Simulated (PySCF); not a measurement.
Consider C₅H₁₂N₂ (SMILES CCNN=C(C)C).

```yaml
atoms:
  - { symbol: C, position_ang: [2.6877, 0.4919, -0.5521] }
  - { symbol: C, position_ang: [2.0759, -0.8169, -0.0494] }
  - { symbol: N, position_ang: [0.6627, -0.9357, -0.3234] }
  - { symbol: N, position_ang: [-0.1385, -0.2945, 0.5520] }
  - { symbol: C, position_ang: [-1.3272, 0.0474, 0.2701] }
  - { symbol: C, position_ang: [-1.9927, -0.1201, -1.0751] }
  - { symbol: C, position_ang: [-2.1456, 0.6610, 1.3626] }
  - { symbol: H, position_ang: [2.1955, 1.3373, -0.0767] }
  - { symbol: H, position_ang: [2.5667, 0.5799, -1.6308] }
  - { symbol: H, position_ang: [3.7486, 0.5270, -0.3196] }
  - { symbol: H, position_ang: [2.5783, -1.6689, -0.5176] }
  - { symbol: H, position_ang: [2.1903, -0.8885, 1.0334] }
  - { symbol: H, position_ang: [0.4247, -0.8628, -1.3121] }
  - { symbol: H, position_ang: [-2.0917, -1.1775, -1.3228] }
  - { symbol: H, position_ang: [-1.4011, 0.3551, -1.8607] }
  - { symbol: H, position_ang: [-2.9805, 0.3305, -1.0684] }
  - { symbol: H, position_ang: [-3.0473, 0.0735, 1.5333] }
  - { symbol: H, position_ang: [-1.5660, 0.7003, 2.2797] }
  - { symbol: H, position_ang: [-2.4493, 1.6705, 1.0853] }
```

Geometry: GFN2-xTB.

Computed with PBE0/pcSseg-1, SCF density, gas phase, non-relativistic (PySCF 2.14.0).

### What can the converged electron density and electron localisation function tell about the bonding?

C–N (1.27 Å): ρ is about 2.8 e/Å³ halfway; the ELF peaks at about 0.90 between the atoms (a multiple bond).
N–N (1.35 Å): ρ is about 2.5 e/Å³ halfway; the ELF peaks at about 0.90 between the atoms; a covalent bond.
C–C (1.50 Å): ρ is about 1.7 e/Å³ halfway; the ELF peaks at about 0.95 between the atoms: localised, covalent bonding.
N–H (1.02 Å): the density is about 2.8 e/Å³ at the midpoint; the ELF climbs to about 1 towards the hydrogen, as it does in any bond to H: an ordinary covalent bond to hydrogen.

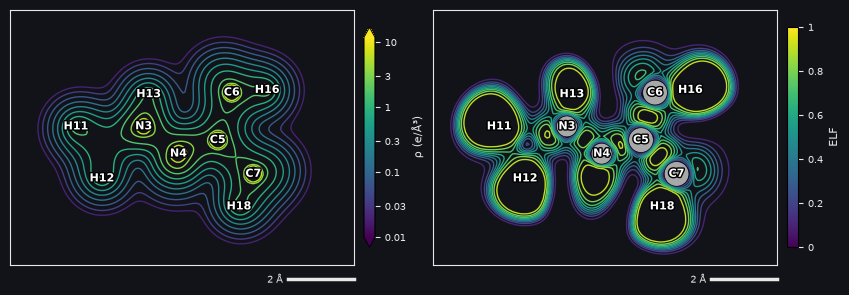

Computed electron density and electron localisation function on the plane of atoms C5, C7 and H18, in this order. Grey discs cover the atomic cores in the ELF map. 
